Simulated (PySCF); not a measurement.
C$_{4}$H$_{9}$NOSi

The calculation's input:

```
{"job": {"kind": "uv", "xc": "CAM-B3LYP", "basis": "def2-SVPD", "nstates": 8, "ntriplets": 3}, "charge": 0, "multiplicity": 1}
C     -2.418880     1.254874     0.677976
C     -1.596843     0.667507    -0.173482
C     -1.162839    -0.753880    -0.086773
Si     0.570434    -0.928752     0.703269
N      1.621259     0.029330    -0.333837
C      2.913140     0.042350     0.024726
O      3.313200    -0.568688     0.984637
H     -2.854119     0.713743     1.501960
H     -2.696674     2.290893     0.586436
H     -1.177717     1.236685    -0.994381
H     -1.164803    -1.200598    -1.081615
H     -1.864798    -1.317110     0.525033
H      1.015781    -2.318647     0.640315
H      0.587745    -0.343818     2.039865
H      1.330406     0.558732    -1.139168
H      3.577109     0.646323    -0.618887
```

Command:

```sh
OMP_NUM_THREADS=1 python probes_run.py task.json out
```

Geometry: GFN2-xTB.

The calculation used CAM-B3LYP/def2-SVPD, SCF density, gas phase (PySCF 2.14.0).

What can the converged electron density and electron localisation function tell about the bonding?

C–O (1.21 Å): the density is about 3.4 e/Å³ at the midpoint; the ELF peaks at about 0.85 between the atoms (a multiple bond).
C–N (1.34 Å): ρ at the midpoint is about 2.4 e/Å³; the ELF peaks at about 0.95 between the atoms (a covalent bond).
Si–N (1.76 Å): the density is about 1 e/Å³ at the midpoint; the ELF peaks at about 0.95 between the atoms: a shared but strongly polarised pair.
C–Si (1.91 Å): ρ is about 0.92 e/Å³ halfway; the ELF peaks at about 0.95 between the atoms: a shared electron pair.

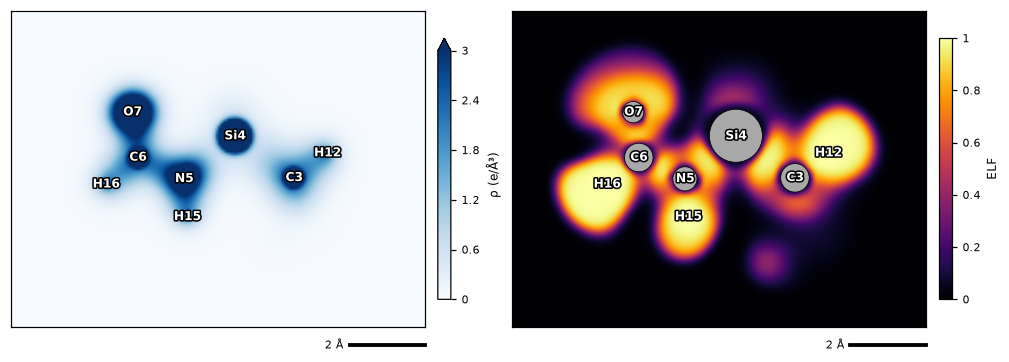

Computed electron density and electron localisation function on the plane of atoms C6, N5 and H15, in this order. Grey discs cover the atomic cores in the ELF map. 
